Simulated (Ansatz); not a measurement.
# NbIn2 (built on the sites of a database entry of NbB2): phonons and vibrational spectra, part 2 of 2

How does NbIn2 (built on the sites of a database entry of NbB2) vibrate, and is this structure a minimum?

Ansatz 0.2.0; DFT PBEsol, scalar-relativistic, plane waves, PAW.

So far. Step 4 (Relaxing to small forces for the phonons): The forces vanish by symmetry and the pressure is 0.004 GPa, within the tolerances set. The cell now holds 20.00 Å³/atom. Step 5 (Linear response at the zone centre): Before it was imposed, the acoustic sum rule was missed by 1.1e-4 eV/Å². Small misses are needed for a sound result but don't prove that mesh and cutoff are converged. The lowest optical mode is real, 42.0 cm⁻¹. The relaxed cell has a = 4.891, c = 2.896 Å (conventional setting).

The structure was built from a prototype and need not be the compound's stable phase.

## (6) Response at finite wavevector

Stability and thermal properties need the whole zone. Linear response on a 3×3×4 q mesh gives force constants as far as a supercell of that size would.

Input file input.yaml:

```yaml
crystal:
  lattice:
    - [4.8907978244, -3.9047e-06, 0.0]
    - [-2.4453955306, 4.235557113, 0.0]
    - [0.0, 0.0, 2.8959646942]
  atoms:
    - { symbol: Nb, position: [0.0, 0.0, 0.0] }
    - { symbol: In, position: [0.3333333333, 0.6666666667, 0.5] }
    - { symbol: In, position: [0.6666666667, 0.3333333333, 0.5] }
kpoints:
  mp_grid: { grid: [12, 12, 16] }
hamiltonian:
  xc: pbesol
scf:
  occupations: { method: methfessel_paxton, width: 0.2 }
output:
  eigenvalues: true
phonons:
  method: dfpt
  qmesh: [3, 3, 4]
  temperatures: { t_max: 1000, t_step: 50 }
  qpath:
    path:
      - [[0.0, 0.0, 0.0], [0.5, 0.0, 0.0], [0.33333333, 0.33333333, 0.0], [0.0, 0.0, 0.0], [0.0, 0.0, 0.5], [0.5, 0.0, 0.5], [0.33333333, 0.33333333, 0.5], [0.0, 0.0, 0.5]]
      - [[0.5, 0.0, 0.5], [0.5, 0.0, 0.0]]
      - [[0.33333333, 0.33333333, 0.5], [0.33333333, 0.33333333, 0.0]]
    npoints: 10
```

On the command line:

```console
$ ansatz run input.yaml --threads 8 --pin off --max-ram 14336MiB --backend cpu --events-out ev --progress --plain --runs-dir out
```

Numbers of over 12 decimals in the logs are rounded to 6 here.

What it wrote:

```text
[...]
Crystal: 3 atoms, lattice volume = 59.991 Å³
Basis set: ecut = 420 eV, 1143 PW (Γ), exchange–correlation on 72×72×40 points (8 copies of the dense FFT grid, shifted against one another)
Bands: 24, of which v1, the nominal top of the filled ones, is band 20 counted from 1 (19 counted from 0)
Symmetry: 24 space group operations
k-points: 171 of 2304
[...]
SCF iter   1: F=—  HF=-15545.706167 eV  |F-HF|=—  |Δ(HF+E_count)|=         —  Δρ=6.97e-3  dr2=2.76e-2  ethr=1.77e-3  ⟨swp⟩=5.5  Hψ=18491  notcnv=0
[...]
SCF iter   8: F=-15545.696136 eV  HF=-15545.696136 eV  |F-HF|=3.64e-12  |Δ(HF+E_count)|=  1.27e-11  S|Δr|=    0.00e0  Δρ=4.38e-8  dr2=4.10e-13  ethr=1.00e-12  ⟨swp⟩=5.3  Hψ=16921  notcnv=0
SCF 1 converged in 8 iterations: F = -15545.696136 eV  dr2 = 4.10e-13
[...]
phonons: the bands overlap, so this run is a metal and interpolates without the dipole-dipole term. If the crystal is really an insulator or semiconductor, its LO-TO splitting is missing
NSCF: frozen V_eff on 171 k-points
[...]
DFPT response loops at q = (0, 0, 0) (fractional): preconditioner auto → Kerker (q_TF=auto, 2.539 Å⁻¹) (partly filled bands, converged f_vac=0.000); β = 1.00, the filter's whole step (`scf.mixing.beta` (0.50) is not read by the response loops under this deck's `scf.mixing.preconditioner`; to damp them name `kerker` or `kerker_dos`, under which they read `scf.mixing.beta`, and type it under 1.00, their step now; both keys bind the ground state too); Broyden in place of MSR1
[...]
SCF converged after 8 iterations
[...]
Free energy (F): -15545.696136 eV
[...]
Internal energy: -15545.701043 eV  (E = F + TS)
E sigma→0 (E₀):  -15545.697363 eV
Entropy (-TS):   0.004907 eV (1.636 meV/atom)
Fermi energy:    14.754546 eV
[...]
--- Band table (eV; the first three rows and the last of 171) ---
  k-point 0: bands = [... 16 lower, 11.4284, 12.6712, 12.7232, 16.0123, 16.0123, 17.2102, 17.2102, 19.0185]
  k-point 1: bands = [... 16 lower, 11.5094, 12.7283, 12.8606, 15.7415, 15.7415, 17.4721, 17.4721, 18.9999]
  k-point 2: bands = [... 16 lower, 11.7487, 12.9019, 13.2473, 15.2159, 15.2159, 17.9900, 17.9900, 18.9336]
  k-point 170: bands = [... 16 lower, 12.1963, 12.1963, 13.6606, 15.3884, 16.2145, 16.2145, 16.3469, 16.3469]
--- Phonons (Γ-DFPT): 4 representative perturbations + reference (Σ response iterations 12) ---
  ASR residual: 2.854e-5 → 0.000e0 eV/Å²; symmetrization residual: 3.139e-5 eV/Å²
  ASR residual per site (eV/Å²): 2.85e-5 2.17e-5 2.17e-5
  Γ frequencies (cm⁻¹): 0.00 0.00 0.00 42.03 106.70 110.67 110.67 172.75 172.75
--- Phonons (arbitrary-q DFPT): 9 irreducible q on the 3×3×4 mesh ---
  q = [0.0000, 0.0000, 0.0000] (star 1, of the zone-centre solve; hermiticity 8.91e-6, symmetrization 1.92e-6): -0.00 -0.00 0.00 42.03 106.70 110.67 110.67 172.75 172.75
  q = [0.0000, 0.0000, 0.2500] (star 2, 4 solved perturbations in 2976 linear systems a pass and spin channel, the states on 1184 of 2304 k-point pairs; hermiticity 7.28e-6, symmetrization 1.91e-6): 58.57 58.57 110.97 121.89 121.89 129.06 155.75 165.80 165.80
[...]
sum rule: each row above includes the acoustic sum rule's correction from the zone centre's row sums; it moved no ω² by more than (0.29 cm⁻¹)²
  mesh force constants: q→R imaginary residual 0.00e0; ASR residual 2.854e-5 → 0.000e0 eV/Å²; symmetrization residual 8.882e-15 eV/Å²
  interpolated dispersion: 93 rows × 9 modes
  density of states and harmonic sums: on the 15×15×24 q-mesh, interpolated from the force constants of a 3×3×4 supercell (no non-analytic term)
  largest difference from the sums on the solved wave vectors: F 1.69e-2 eV, S 2.40e-5 and C_V 7.13e-6 eV/K
  zero-point energy: 0.067467 eV/cell   skipped modes (ω ≤ 0): 3   left out of the sums: 6.17e-5 of the cell's modes: C_V's classical limit lies that fraction below 3 k_B per atom; for a crystal, a wire or a layer, F and S can be off by more, and a phonons.interpolated_qmesh denser along its periods is the remedy for the sampling
```

The job ended after 12 min (8 threads of Arm Neoverse V2, shared host; peak memory 8.2 GiB).

This step gave:

```yaml
sum_rule_residual_before_enforcement: 2.85e-5 eV/Å²
lowest_frequency_on_the_path: 0 cm⁻¹
highest_frequency_on_the_path_or_at_a_solved_wavevector: 195.9 cm⁻¹
mean_frequency: 120.9 cm⁻¹
debye_temperature_second_moment: 239 K
logarithmic_mean_frequency: 110.4 cm⁻¹
lowest_mode_on_the_q_mesh_acoustic_modes_at_gamma_apart: 18.74 cm⁻¹
zero_point_energy_per_atom: 22.49 meV
heat_capacity_at_300_k: 24.17 J/(mol atoms K)
vibrational_entropy_at_300_k: 41.19 J/(mol atoms K)
```

Frequencies (cm⁻¹) solved at each irreducible wavevector; negative means imaginary. Frequencies by wavevector, by row:

```tsv
q in reciprocal lattice units	star	mode 1	mode 2	mode 3	mode 4	mode 5	mode 6	mode 7	mode 8	mode 9
0 0 0	1	0	0	0	42	106.7	110.7	110.7	172.8	172.8
0 0 0.25	2	58.6	58.6	111	121.9	121.9	129.1	155.8	165.8	165.8
0 0 -0.5	1	70.1	70.1	119.6	154.8	157	157	164.6	164.6	180.8
0 0.3333 0	6	40.4	43.6	51.3	80.2	95.5	109.4	112.9	167.7	183.2
0 0.3333 0.25	12	51.2	88.4	96.4	110	119.7	147.4	149.8	170.1	177.1
0 0.3333 -0.5	6	50.1	87.8	132.1	132.2	139.8	163.3	164.2	171	191.9
0.3333 0.3333 0	2	18.7	51.4	51.4	107.9	112.8	112.8	148.3	148.3	177.1
0.3333 0.3333 0.25	4	30.7	107.9	107.9	125.8	125.8	147.7	152.4	152.4	182.9
0.3333 0.3333 -0.5	2	36.2	128	128	128.9	132.9	132.9	184.1	184.1	186.9
```

Interpolated from a 3×3×4 q mesh. The phonon branches at the labelled points (cm⁻¹):

```tsv
point	branch 1	branch 2	branch 3	branch 4	branch 5	branch 6	branch 7	branch 8	branch 9
Γ	0	0	0	42	107	111	111	173	173
M	44	56	56	68	101	110	132	161	186
K	19	51	51	108	113	113	148	148	177
Γ	0	0	0	42	107	111	111	173	173
A	70	70	120	155	157	157	165	165	181
L	43	104	122	126	136	166	167	173	196
H	36	128	128	129	133	133	184	184	187
A	70	70	120	155	157	157	165	165	181
jump to L	43	104	122	126	136	166	167	173	196
M	44	56	56	68	101	110	132	161	186
jump to H	36	128	128	129	133	133	184	184	187
K	19	51	51	108	113	113	148	148	177
```

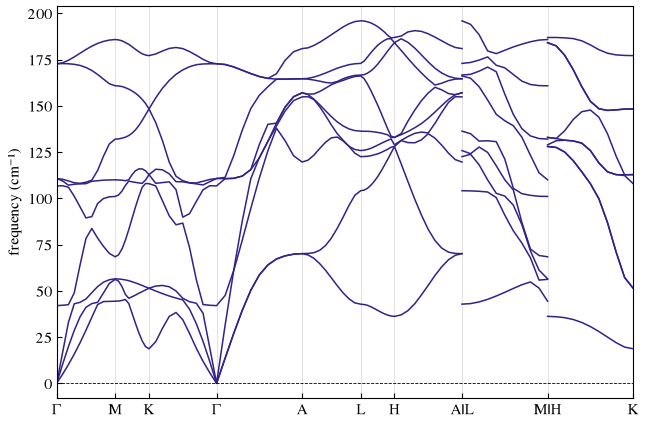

Phonon branches along the path.

The phonon density of states has structure finer than the step of the table below, so its rows give means over 10 cm⁻¹, whole bins alone (the curve runs from 1 to 197 cm⁻¹). Peaks (cm⁻¹: height): 49.0: 0.0631, 109.0: 0.102, 133.0: 0.0938, 163.0: 0.117, 181.0: 0.138.

Tetrahedra on a 15×15×24 mesh, mean over bins of 2 cm-1. Interpolated from a 3×3×4 q mesh. Table of phonon density of states by wavenumber; means over each step:

```tsv
wavenumber (cm⁻¹)	phonon density of states (1/cm⁻¹/cell)
10	5.8e-4
20	0.00295
30	0.0117
40	0.0439
50	0.0528
60	0.0300
70	0.0262
80	0.0351
90	0.0427
100	0.0555
110	0.0825
120	0.0606
130	0.0808
140	0.0614
150	0.0539
160	0.0733
170	0.0816
180	0.0847
190	0.0194
```

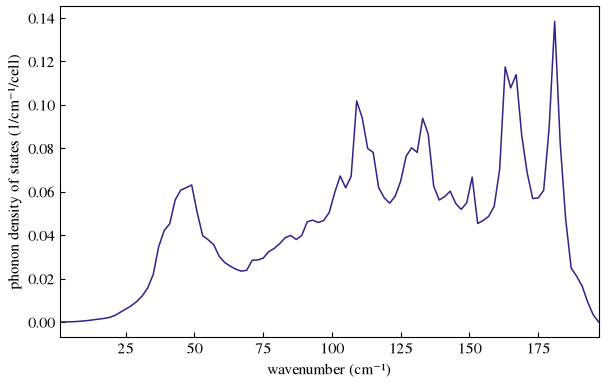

Phonon density of states, plotted against wavenumber.

The partial phonon density of states has structure finer than the step of the table below, so its rows give means over 10 cm⁻¹, whole bins alone (the curve runs from -10 to 211 cm⁻¹). Peaks (cm⁻¹: height): In 48.4: 0.0563, 70.6: 0.0326, 102.6: 0.0482, 134.6: 0.0333, 165.1: 0.0897, 180.4: 0.0871; Nb 112.3: 0.0511, 126.2: 0.0536, 181.8: 0.0165.

Phonopy on the run's constants, 13x13x19 mesh, Gaussian sigma 2.0 cm-1. Interpolated from a 3×3×4 q mesh. Table of partial phonon density of states by wavenumber; means over each step; values in 1/cm⁻¹/cell:

```tsv
wavenumber (cm⁻¹)	In	Nb
0	7.7e-5	3.3e-5
10	4.5e-4	1.9e-4
20	0.00260	7.1e-4
30	0.0113	0.00156
40	0.0406	0.00276
50	0.0509	0.00247
60	0.0250	0.00138
70	0.0273	0.00387
80	0.0199	0.0101
90	0.0287	0.0168
100	0.0365	0.0185
110	0.0413	0.0423
120	0.0234	0.0361
130	0.0276	0.0493
140	0.0257	0.0381
150	0.0268	0.0282
160	0.0585	0.0144
170	0.0693	0.0127
180	0.0683	0.0131
190	0.0150	0.00697
200	5.0e-4	4.1e-4
```

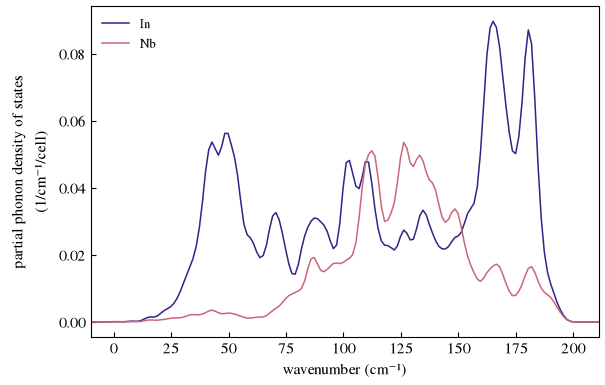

Partial phonon density of states against wavenumber.

Harmonic thermodynamic functions per atom, from the density of states. Interpolated from a 3×3×4 q mesh. Thermodynamic functions, by row:

```tsv
T (K)	F_vib (meV/atom)	S (J/mol-atom/K)	C_V (J/mol-atom/K)
0	22.49	0	0
50	21.46	6.046	10.71
100	15.53	16.6	19.19
200	-10.07	31.55	23.26
300	-48.07	41.19	24.17
400	-94.55	48.19	24.5
500	-147.4	53.68	24.66
600	-205.5	58.18	24.75
700	-267.8	62	24.8
800	-333.8	65.32	24.83
900	-403.1	68.24	24.85
1000	-475.2	70.86	24.87
```

Harmonic mean-square displacement, third of the trace. Interpolated from a 3×3×4 q mesh. Mean square displacements, by row:

```tsv
T (K)	Nb1 U_eq (Å²)	In2 U_eq (Å²)	In3 U_eq (Å²)
0	0.00157	0.00163	0.00163
100	0.00278	0.00395	0.00395
300	0.00724	0.01095	0.01095
600	0.01426	0.02173	0.02173
```

Symmetry leaves 9 wavevectors to solve. The lowest mode among them, the acoustic zeros apart, lies at q = (0.333, 0.333, 0) and is real, 18.7 cm⁻¹.

## (7) Another isotope

An isotope changes the mass and not the force constants, so no new electronic calculation is needed; the shifts show which modes move this element.

The same force constants with the mass of In changed from 114.818 to 112.904 u (phonopy, no LO-TO term). Both lists are sorted by frequency; levels can cross, so a row need not hold one and the same mode. Modes under 3 cm⁻¹ are left out. Isotope shifts, by row:

```tsv
q	rank	natural mass (cm⁻¹)	changed mass (cm⁻¹)
0 0 0	4	42.03	42.39
0 0 0	5	106.7	107
0 0 0	6	110.7	110.9
0 0 0	7	110.7	110.9
0 0 0	8	172.8	174.2
0 0 0	9	172.8	174.2
0 0 0.25	1	58.57	59.02
0 0 0.25	2	58.57	59.02
0 0 0.25	3	111	111.9
0 0 0.25	4	121.9	122
0 0 0.25	5	121.9	122
0 0 0.25	6	129.1	129.8
0 0 0.25	7	155.8	156.2
0 0 0.25	8	165.8	167.2
0 0 0.25	9	165.8	167.2
0 0 -0.5	1	70.08	70.67
0 0 -0.5	2	70.08	70.67
0 0 -0.5	3	119.6	119.6
0 0 -0.5	4	154.8	156.1
0 0 -0.5	5	157	157
0 0 -0.5	6	157	157
0 0 -0.5	7	164.6	166
0 0 -0.5	8	164.6	166
0 0 -0.5	9	180.8	182.4
0 0.3333 0	1	40.38	40.61
0 0.3333 0	2	43.6	43.95
0 0.3333 0	3	51.31	51.72
0 0.3333 0	4	80.18	80.46
0 0.3333 0	5	95.45	96.23
0 0.3333 0	6	109.4	109.5
0 0.3333 0	7	112.9	113
0 0.3333 0	8	167.7	169
0 0.3333 0	9	183.2	184.6
```

A mode of this element alone would shift by +0.84 %. The highest zone-centre frequency without the field goes from 172.8 to 174.2 cm⁻¹ (+0.8 %). The product of the frequency ratios over all optical modes at Γ is 1.033; the product rule, (m/m′)^(3k/2) (M′/M)^(3/2) with k = 2 such atoms and M the mass of the cell, gives 1.033.

## (8) Outcome

- space group after relaxation (within 0.01 Å): P6/mmm
- volume per atom: 20.0 Å³
- electronic character: no gap on this mesh
- highest optical mode at the zone centre (no LO-TO term): 173 cm⁻¹
- lowest optical zone-centre mode: 42.0 cm⁻¹
- lowest mode on the q mesh (acoustic modes at Γ apart): 18.7 cm⁻¹
- highest frequency on the path or at a solved wavevector: 196 cm⁻¹
- zero-point energy per atom: 22.5 meV
- heat capacity at 300 K: 24.2 J/(mol atoms K)
- vibrational entropy at 300 K: 41.2 J/(mol atoms K)
- Debye temperature (second moment): 239 K
- imaginary modes on the 3×3×4 q mesh: none

The structure is a minimum as far as tested: no mode is imaginary at the 9 irreducible wavevectors of the 3×3×4 mesh, and the softest away from the acoustic zeros lies at 19 cm⁻¹. The optical modes at Γ span 42 to 173 cm⁻¹. The highest mode in this list at Γ, 172.8 cm⁻¹, is mostly motion of In (100 % of the kinetic energy). With no gap, or one that is small against the smearing, the frequencies hang on the k mesh and the smearing, most of all near Kohn anomalies. The phonon runs are without spin polarisation, although the cell has an odd electron count. A phonon run warned that its eigensolver left some bands unconverged in a pass. The starting cell was built on a prototype and not taken from a measurement, so the phase need not exist. These are harmonic frequencies at zero temperature: anharmonic shifts, linewidths and thermal expansion are left out.

[Logs are printed without paths, hosts, clocks, repeated set-up lines and the standing remarks that a program may print on its own settings, such as how far it seeks lower states.]

[Hosts, paths, dates, database ids (printed as entryN), source tags and the programs' standing remarks are cut or masked in the printed files.]
